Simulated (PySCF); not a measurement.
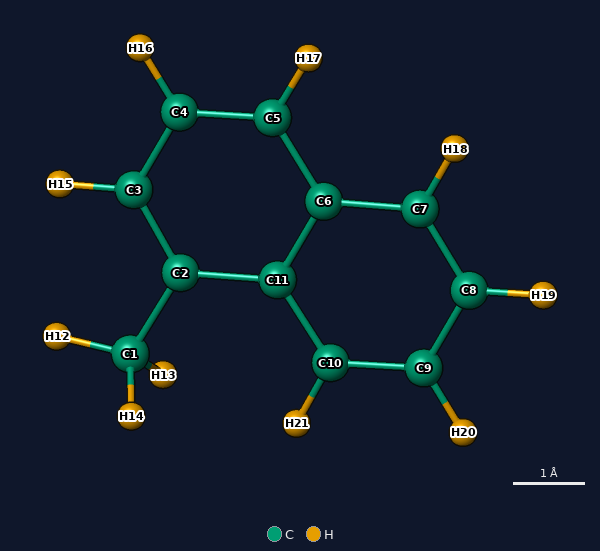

**Figure 1.** The structure as given in the input (ball-and-stick view, seen at a tilt; atoms are numbered from 1 in the order of the input). Bond lengths as drawn: C–C 1.37 to 1.50 Å and C–H 1.09 to 1.10 Å.

Run report: C11H10, NMR shielding calculation

- system: C11H10 (1-methylnaphthalene), SMILES Cc1cccc2ccccc12
- method: GIAO PBE0/pcSseg-1 NMR shielding, non-relativistic, gas phase (PySCF 2.14.0)

The geometry comes from this level: PBE0-D3(BJ)/def2-SVP. Figures and captions count atoms from 1; the log counts them from 0 in places.

**Output**
```
coarse grid: 18152 points
cycle   1  E = -424.5281169421  dE =  1.889e+00  |g| = 3.986e-01  |ddm| = 4.788e+00
cycle   2  E = -424.5366253588  dE = -8.508e-03  |g| = 3.805e-01  |ddm| = 1.222e+00
cycle   3  E = -424.5758746285  dE = -3.925e-02  |g| = 2.500e-02  |ddm| = 4.985e-01
cycle   4  E = -424.5758881504  dE = -1.352e-05  |g| = 2.331e-02  |ddm| = 5.843e-02
cycle   5  E = -424.5760172011  dE = -1.291e-04  |g| = 6.248e-03  |ddm| = 2.780e-02
cycle   6  E = -424.5760266392  dE = -9.438e-06  |g| = 2.381e-03  |ddm| = 8.897e-03
final grid: 177008 points
cycle   7  E = -424.6418922136  dE = -5.763e-05  |g| = 9.598e-03  |ddm| = 9.072e-02
cycle   8  E = -424.6418732844  dE =  1.893e-05  |g| = 1.264e-02  |ddm| = 2.971e-02
cycle   9  E = -424.6419156694  dE = -4.238e-05  |g| = 3.036e-03  |ddm| = 1.769e-02
cycle  10  E = -424.6419182968  dE = -2.627e-06  |g| = 3.137e-04  |ddm| = 3.549e-03
cycle  11  E = -424.6419183160  dE = -1.911e-08  |g| = 1.552e-04  |ddm| = 4.715e-04
cycle  12  E = -424.6419183215  dE = -5.538e-09  |g| = 2.919e-05  |ddm| = 1.615e-04
cycle  13  E = -424.6419183216  dE = -1.568e-10  |g| = 1.482e-05  |ddm| = 4.468e-05
```

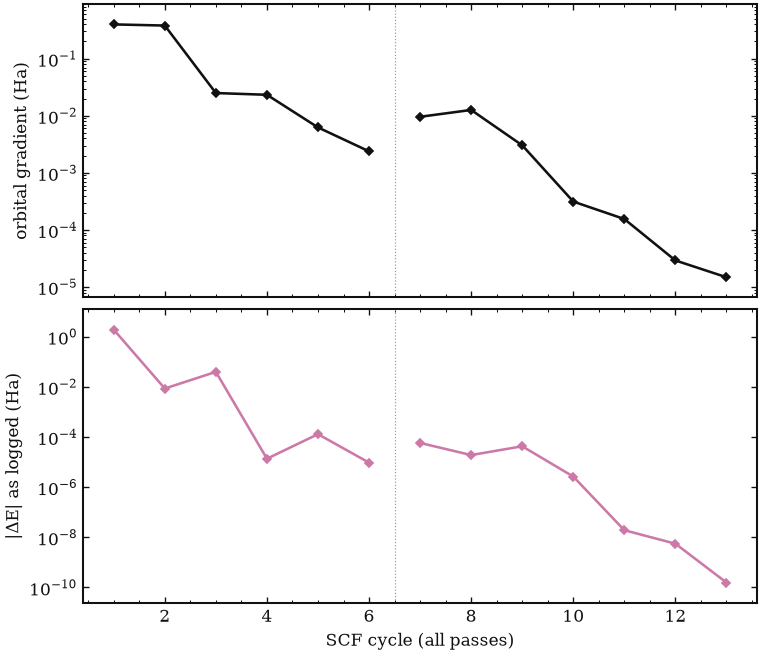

**Figure 2.** Convergence of the self-consistent field: orbital gradient and size of the energy change against the SCF cycle. The dotted line marks the change from a coarse to the final integration grid. The first 6 cycles use a coarse grid, the final grid takes over at cycle 7, and the field converges after 13 cycles in all.

```
converged SCF energy = -424.6419183216

GIAO shielding tensors (ppm)
atom      isotropic    diamagn.    paramagn.     s11        s22        s33       span
  0 C      162.564     246.643     -84.078    148.430    156.483    182.780     34.350
  1 C       45.157     259.323    -214.166    -53.968     19.674    169.765    223.733
  2 C       52.197     251.809    -199.612    -50.096     51.525    155.161    205.257
  3 C       53.413     255.272    -201.859    -55.818     43.169    172.889    228.708
  4 C       51.981     249.728    -197.747    -48.671     45.892    158.723    207.393
  5 C       47.547     255.227    -207.680    -24.939    -24.166    191.745    216.683
  6 C       50.023     249.456    -199.432    -51.944     42.544    159.469    211.413
  7 C       53.481     254.811    -201.330    -55.827     41.832    174.438    230.265
  8 C       53.483     253.677    -200.195    -55.520     41.927    174.040    229.560
  9 C       55.097     251.752    -196.655    -51.101     43.376    173.015    224.116
 10 C       48.517     253.595    -205.078    -21.882    -20.478    187.910    209.793
 11 H       28.845      28.354       0.491     23.144     28.711     34.681     11.537
 12 H       28.365      29.255      -0.890     23.030     27.688     34.376     11.346
 13 H       28.364      29.089      -0.725     23.045     27.664     34.384     11.340
 14 H       23.769      31.952      -8.183     19.063     23.961     28.283      9.219
 15 H       23.715      29.372      -5.657     19.400     25.002     26.742      7.342
 16 H       23.445      31.751      -8.305     18.566     24.193     27.577      9.011
 17 H       23.324      31.332      -8.008     18.354     23.932     27.687      9.333
 18 H       23.607      28.907      -5.300     19.335     24.797     26.689      7.354
 19 H       23.572      29.861      -6.290     19.129     24.564     27.021      7.892
 20 H       23.182      33.575     -10.393     17.224     22.794     29.528     12.304
```

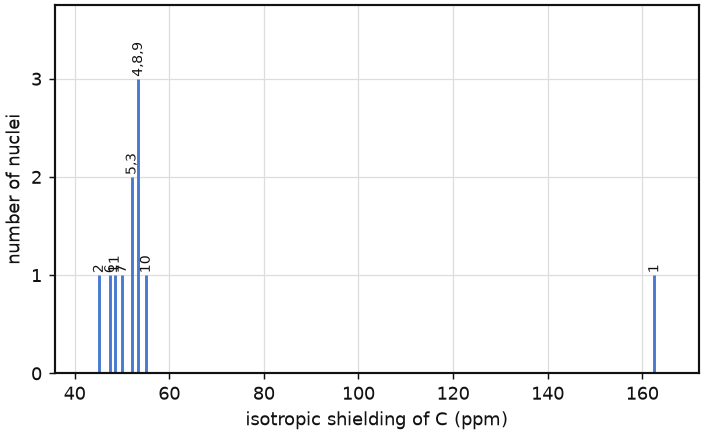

**Figure 3.** Isotropic shieldings of the carbon nuclei in this fixed geometry, labelled by atom number; shielding grows to the right, so chemical shift grows to the left. The least shielded is C2 (45.2 ppm), the most shielded C1 (162.6 ppm).

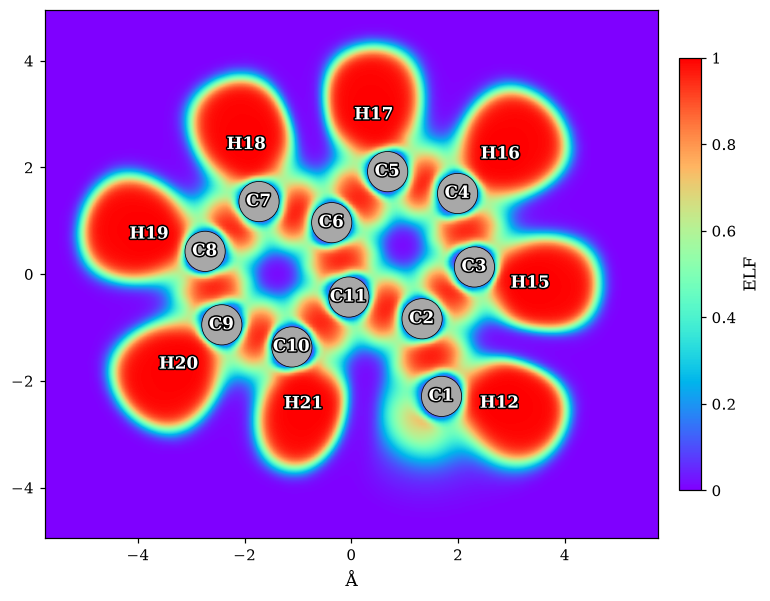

**Figure 4.** ELF on the plane of atoms C2, C3 and H15. Grey discs, where drawn, cover atomic cores. The section cuts through C and H sites. C–C (1.37 Å): the ELF peaks at about 0.95 between the atoms (a covalent bond). C–H (1.09 Å): the ELF climbs to about 1 towards the hydrogen, as it does in any bond to H (a covalent bond by its length). C–C (1.42 Å): the ELF peaks at about 0.95 between the atoms, which marks localised, shared-pair bonding. C–C (1.50 Å): the ELF peaks at about 0.95 between the atoms (a covalent bond).

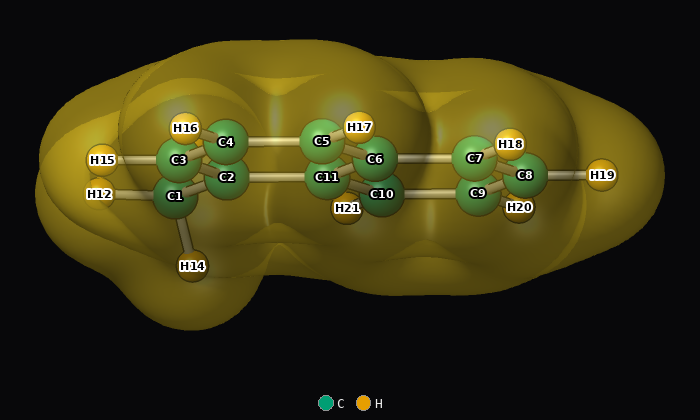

**Figure 5.** Isosurface of the total electron density at 0.05 e/Å³ (yellow), seen from the side. At this value the surface is in one piece. On the grid the lowest density along these lines, outside the cores, is 2.1 e/Å³ (C–C, 1.37 Å), 1.9 e/Å³ (C–H, 1.09 Å), 2 e/Å³ (C–C, 1.42 Å) and 1.7 e/Å³ (C–C, 1.50 Å).

The run was set up as follows.

**The input**
```
{"job": {"kind": "nmr", "xc": "PBE0", "basis": "pcSseg-1"}, "charge": 0, "multiplicity": 1}
C     -2.395194    -0.905667     0.178911
C     -1.356957     0.176119     0.160415
C     -1.722832     1.503597     0.252570
C     -0.765253     2.542111     0.237716
C      0.571560     2.249314     0.129480
C      1.003268     0.901387     0.031629
C      2.377977     0.570374    -0.081243
C      2.788156    -0.738755    -0.174585
C      1.832970    -1.778484    -0.160027
C      0.491656    -1.489214    -0.051498
C      0.032499    -0.149484     0.046992
H     -3.403496    -0.479556     0.268329
H     -2.366639    -1.512091    -0.740922
H     -2.245988    -1.596984     1.024336
H     -2.783009     1.757556     0.339503
H     -1.096962     3.580266     0.313294
H      1.319773     3.045832     0.117508
H      3.110514     1.381947    -0.092433
H      3.850936    -0.977442    -0.260677
H      2.161501    -2.817913    -0.234962
H     -0.232780    -2.305313    -0.041180
```

The first line tells a small driver script what to run in PySCF; the rest is the geometry in Å.

Launch command:
```bash
OMP_NUM_THREADS=2 python <driver script> task.json out
```

**Summary**

```csv
quantity,value
outcome,converged
total energy,−424.641918 hartree
HOMO,−6.24 eV
LUMO,−1.20 eV
dipole moment,0.39 D
"isotropic shielding, C",45.2 to 162.6 ppm
"isotropic shielding, H",23.2 to 28.8 ppm
hardware,"2 CPU threads, shared host"
wall time,35 s (CPU time 84 s)
peak memory,1.9 GiB
```
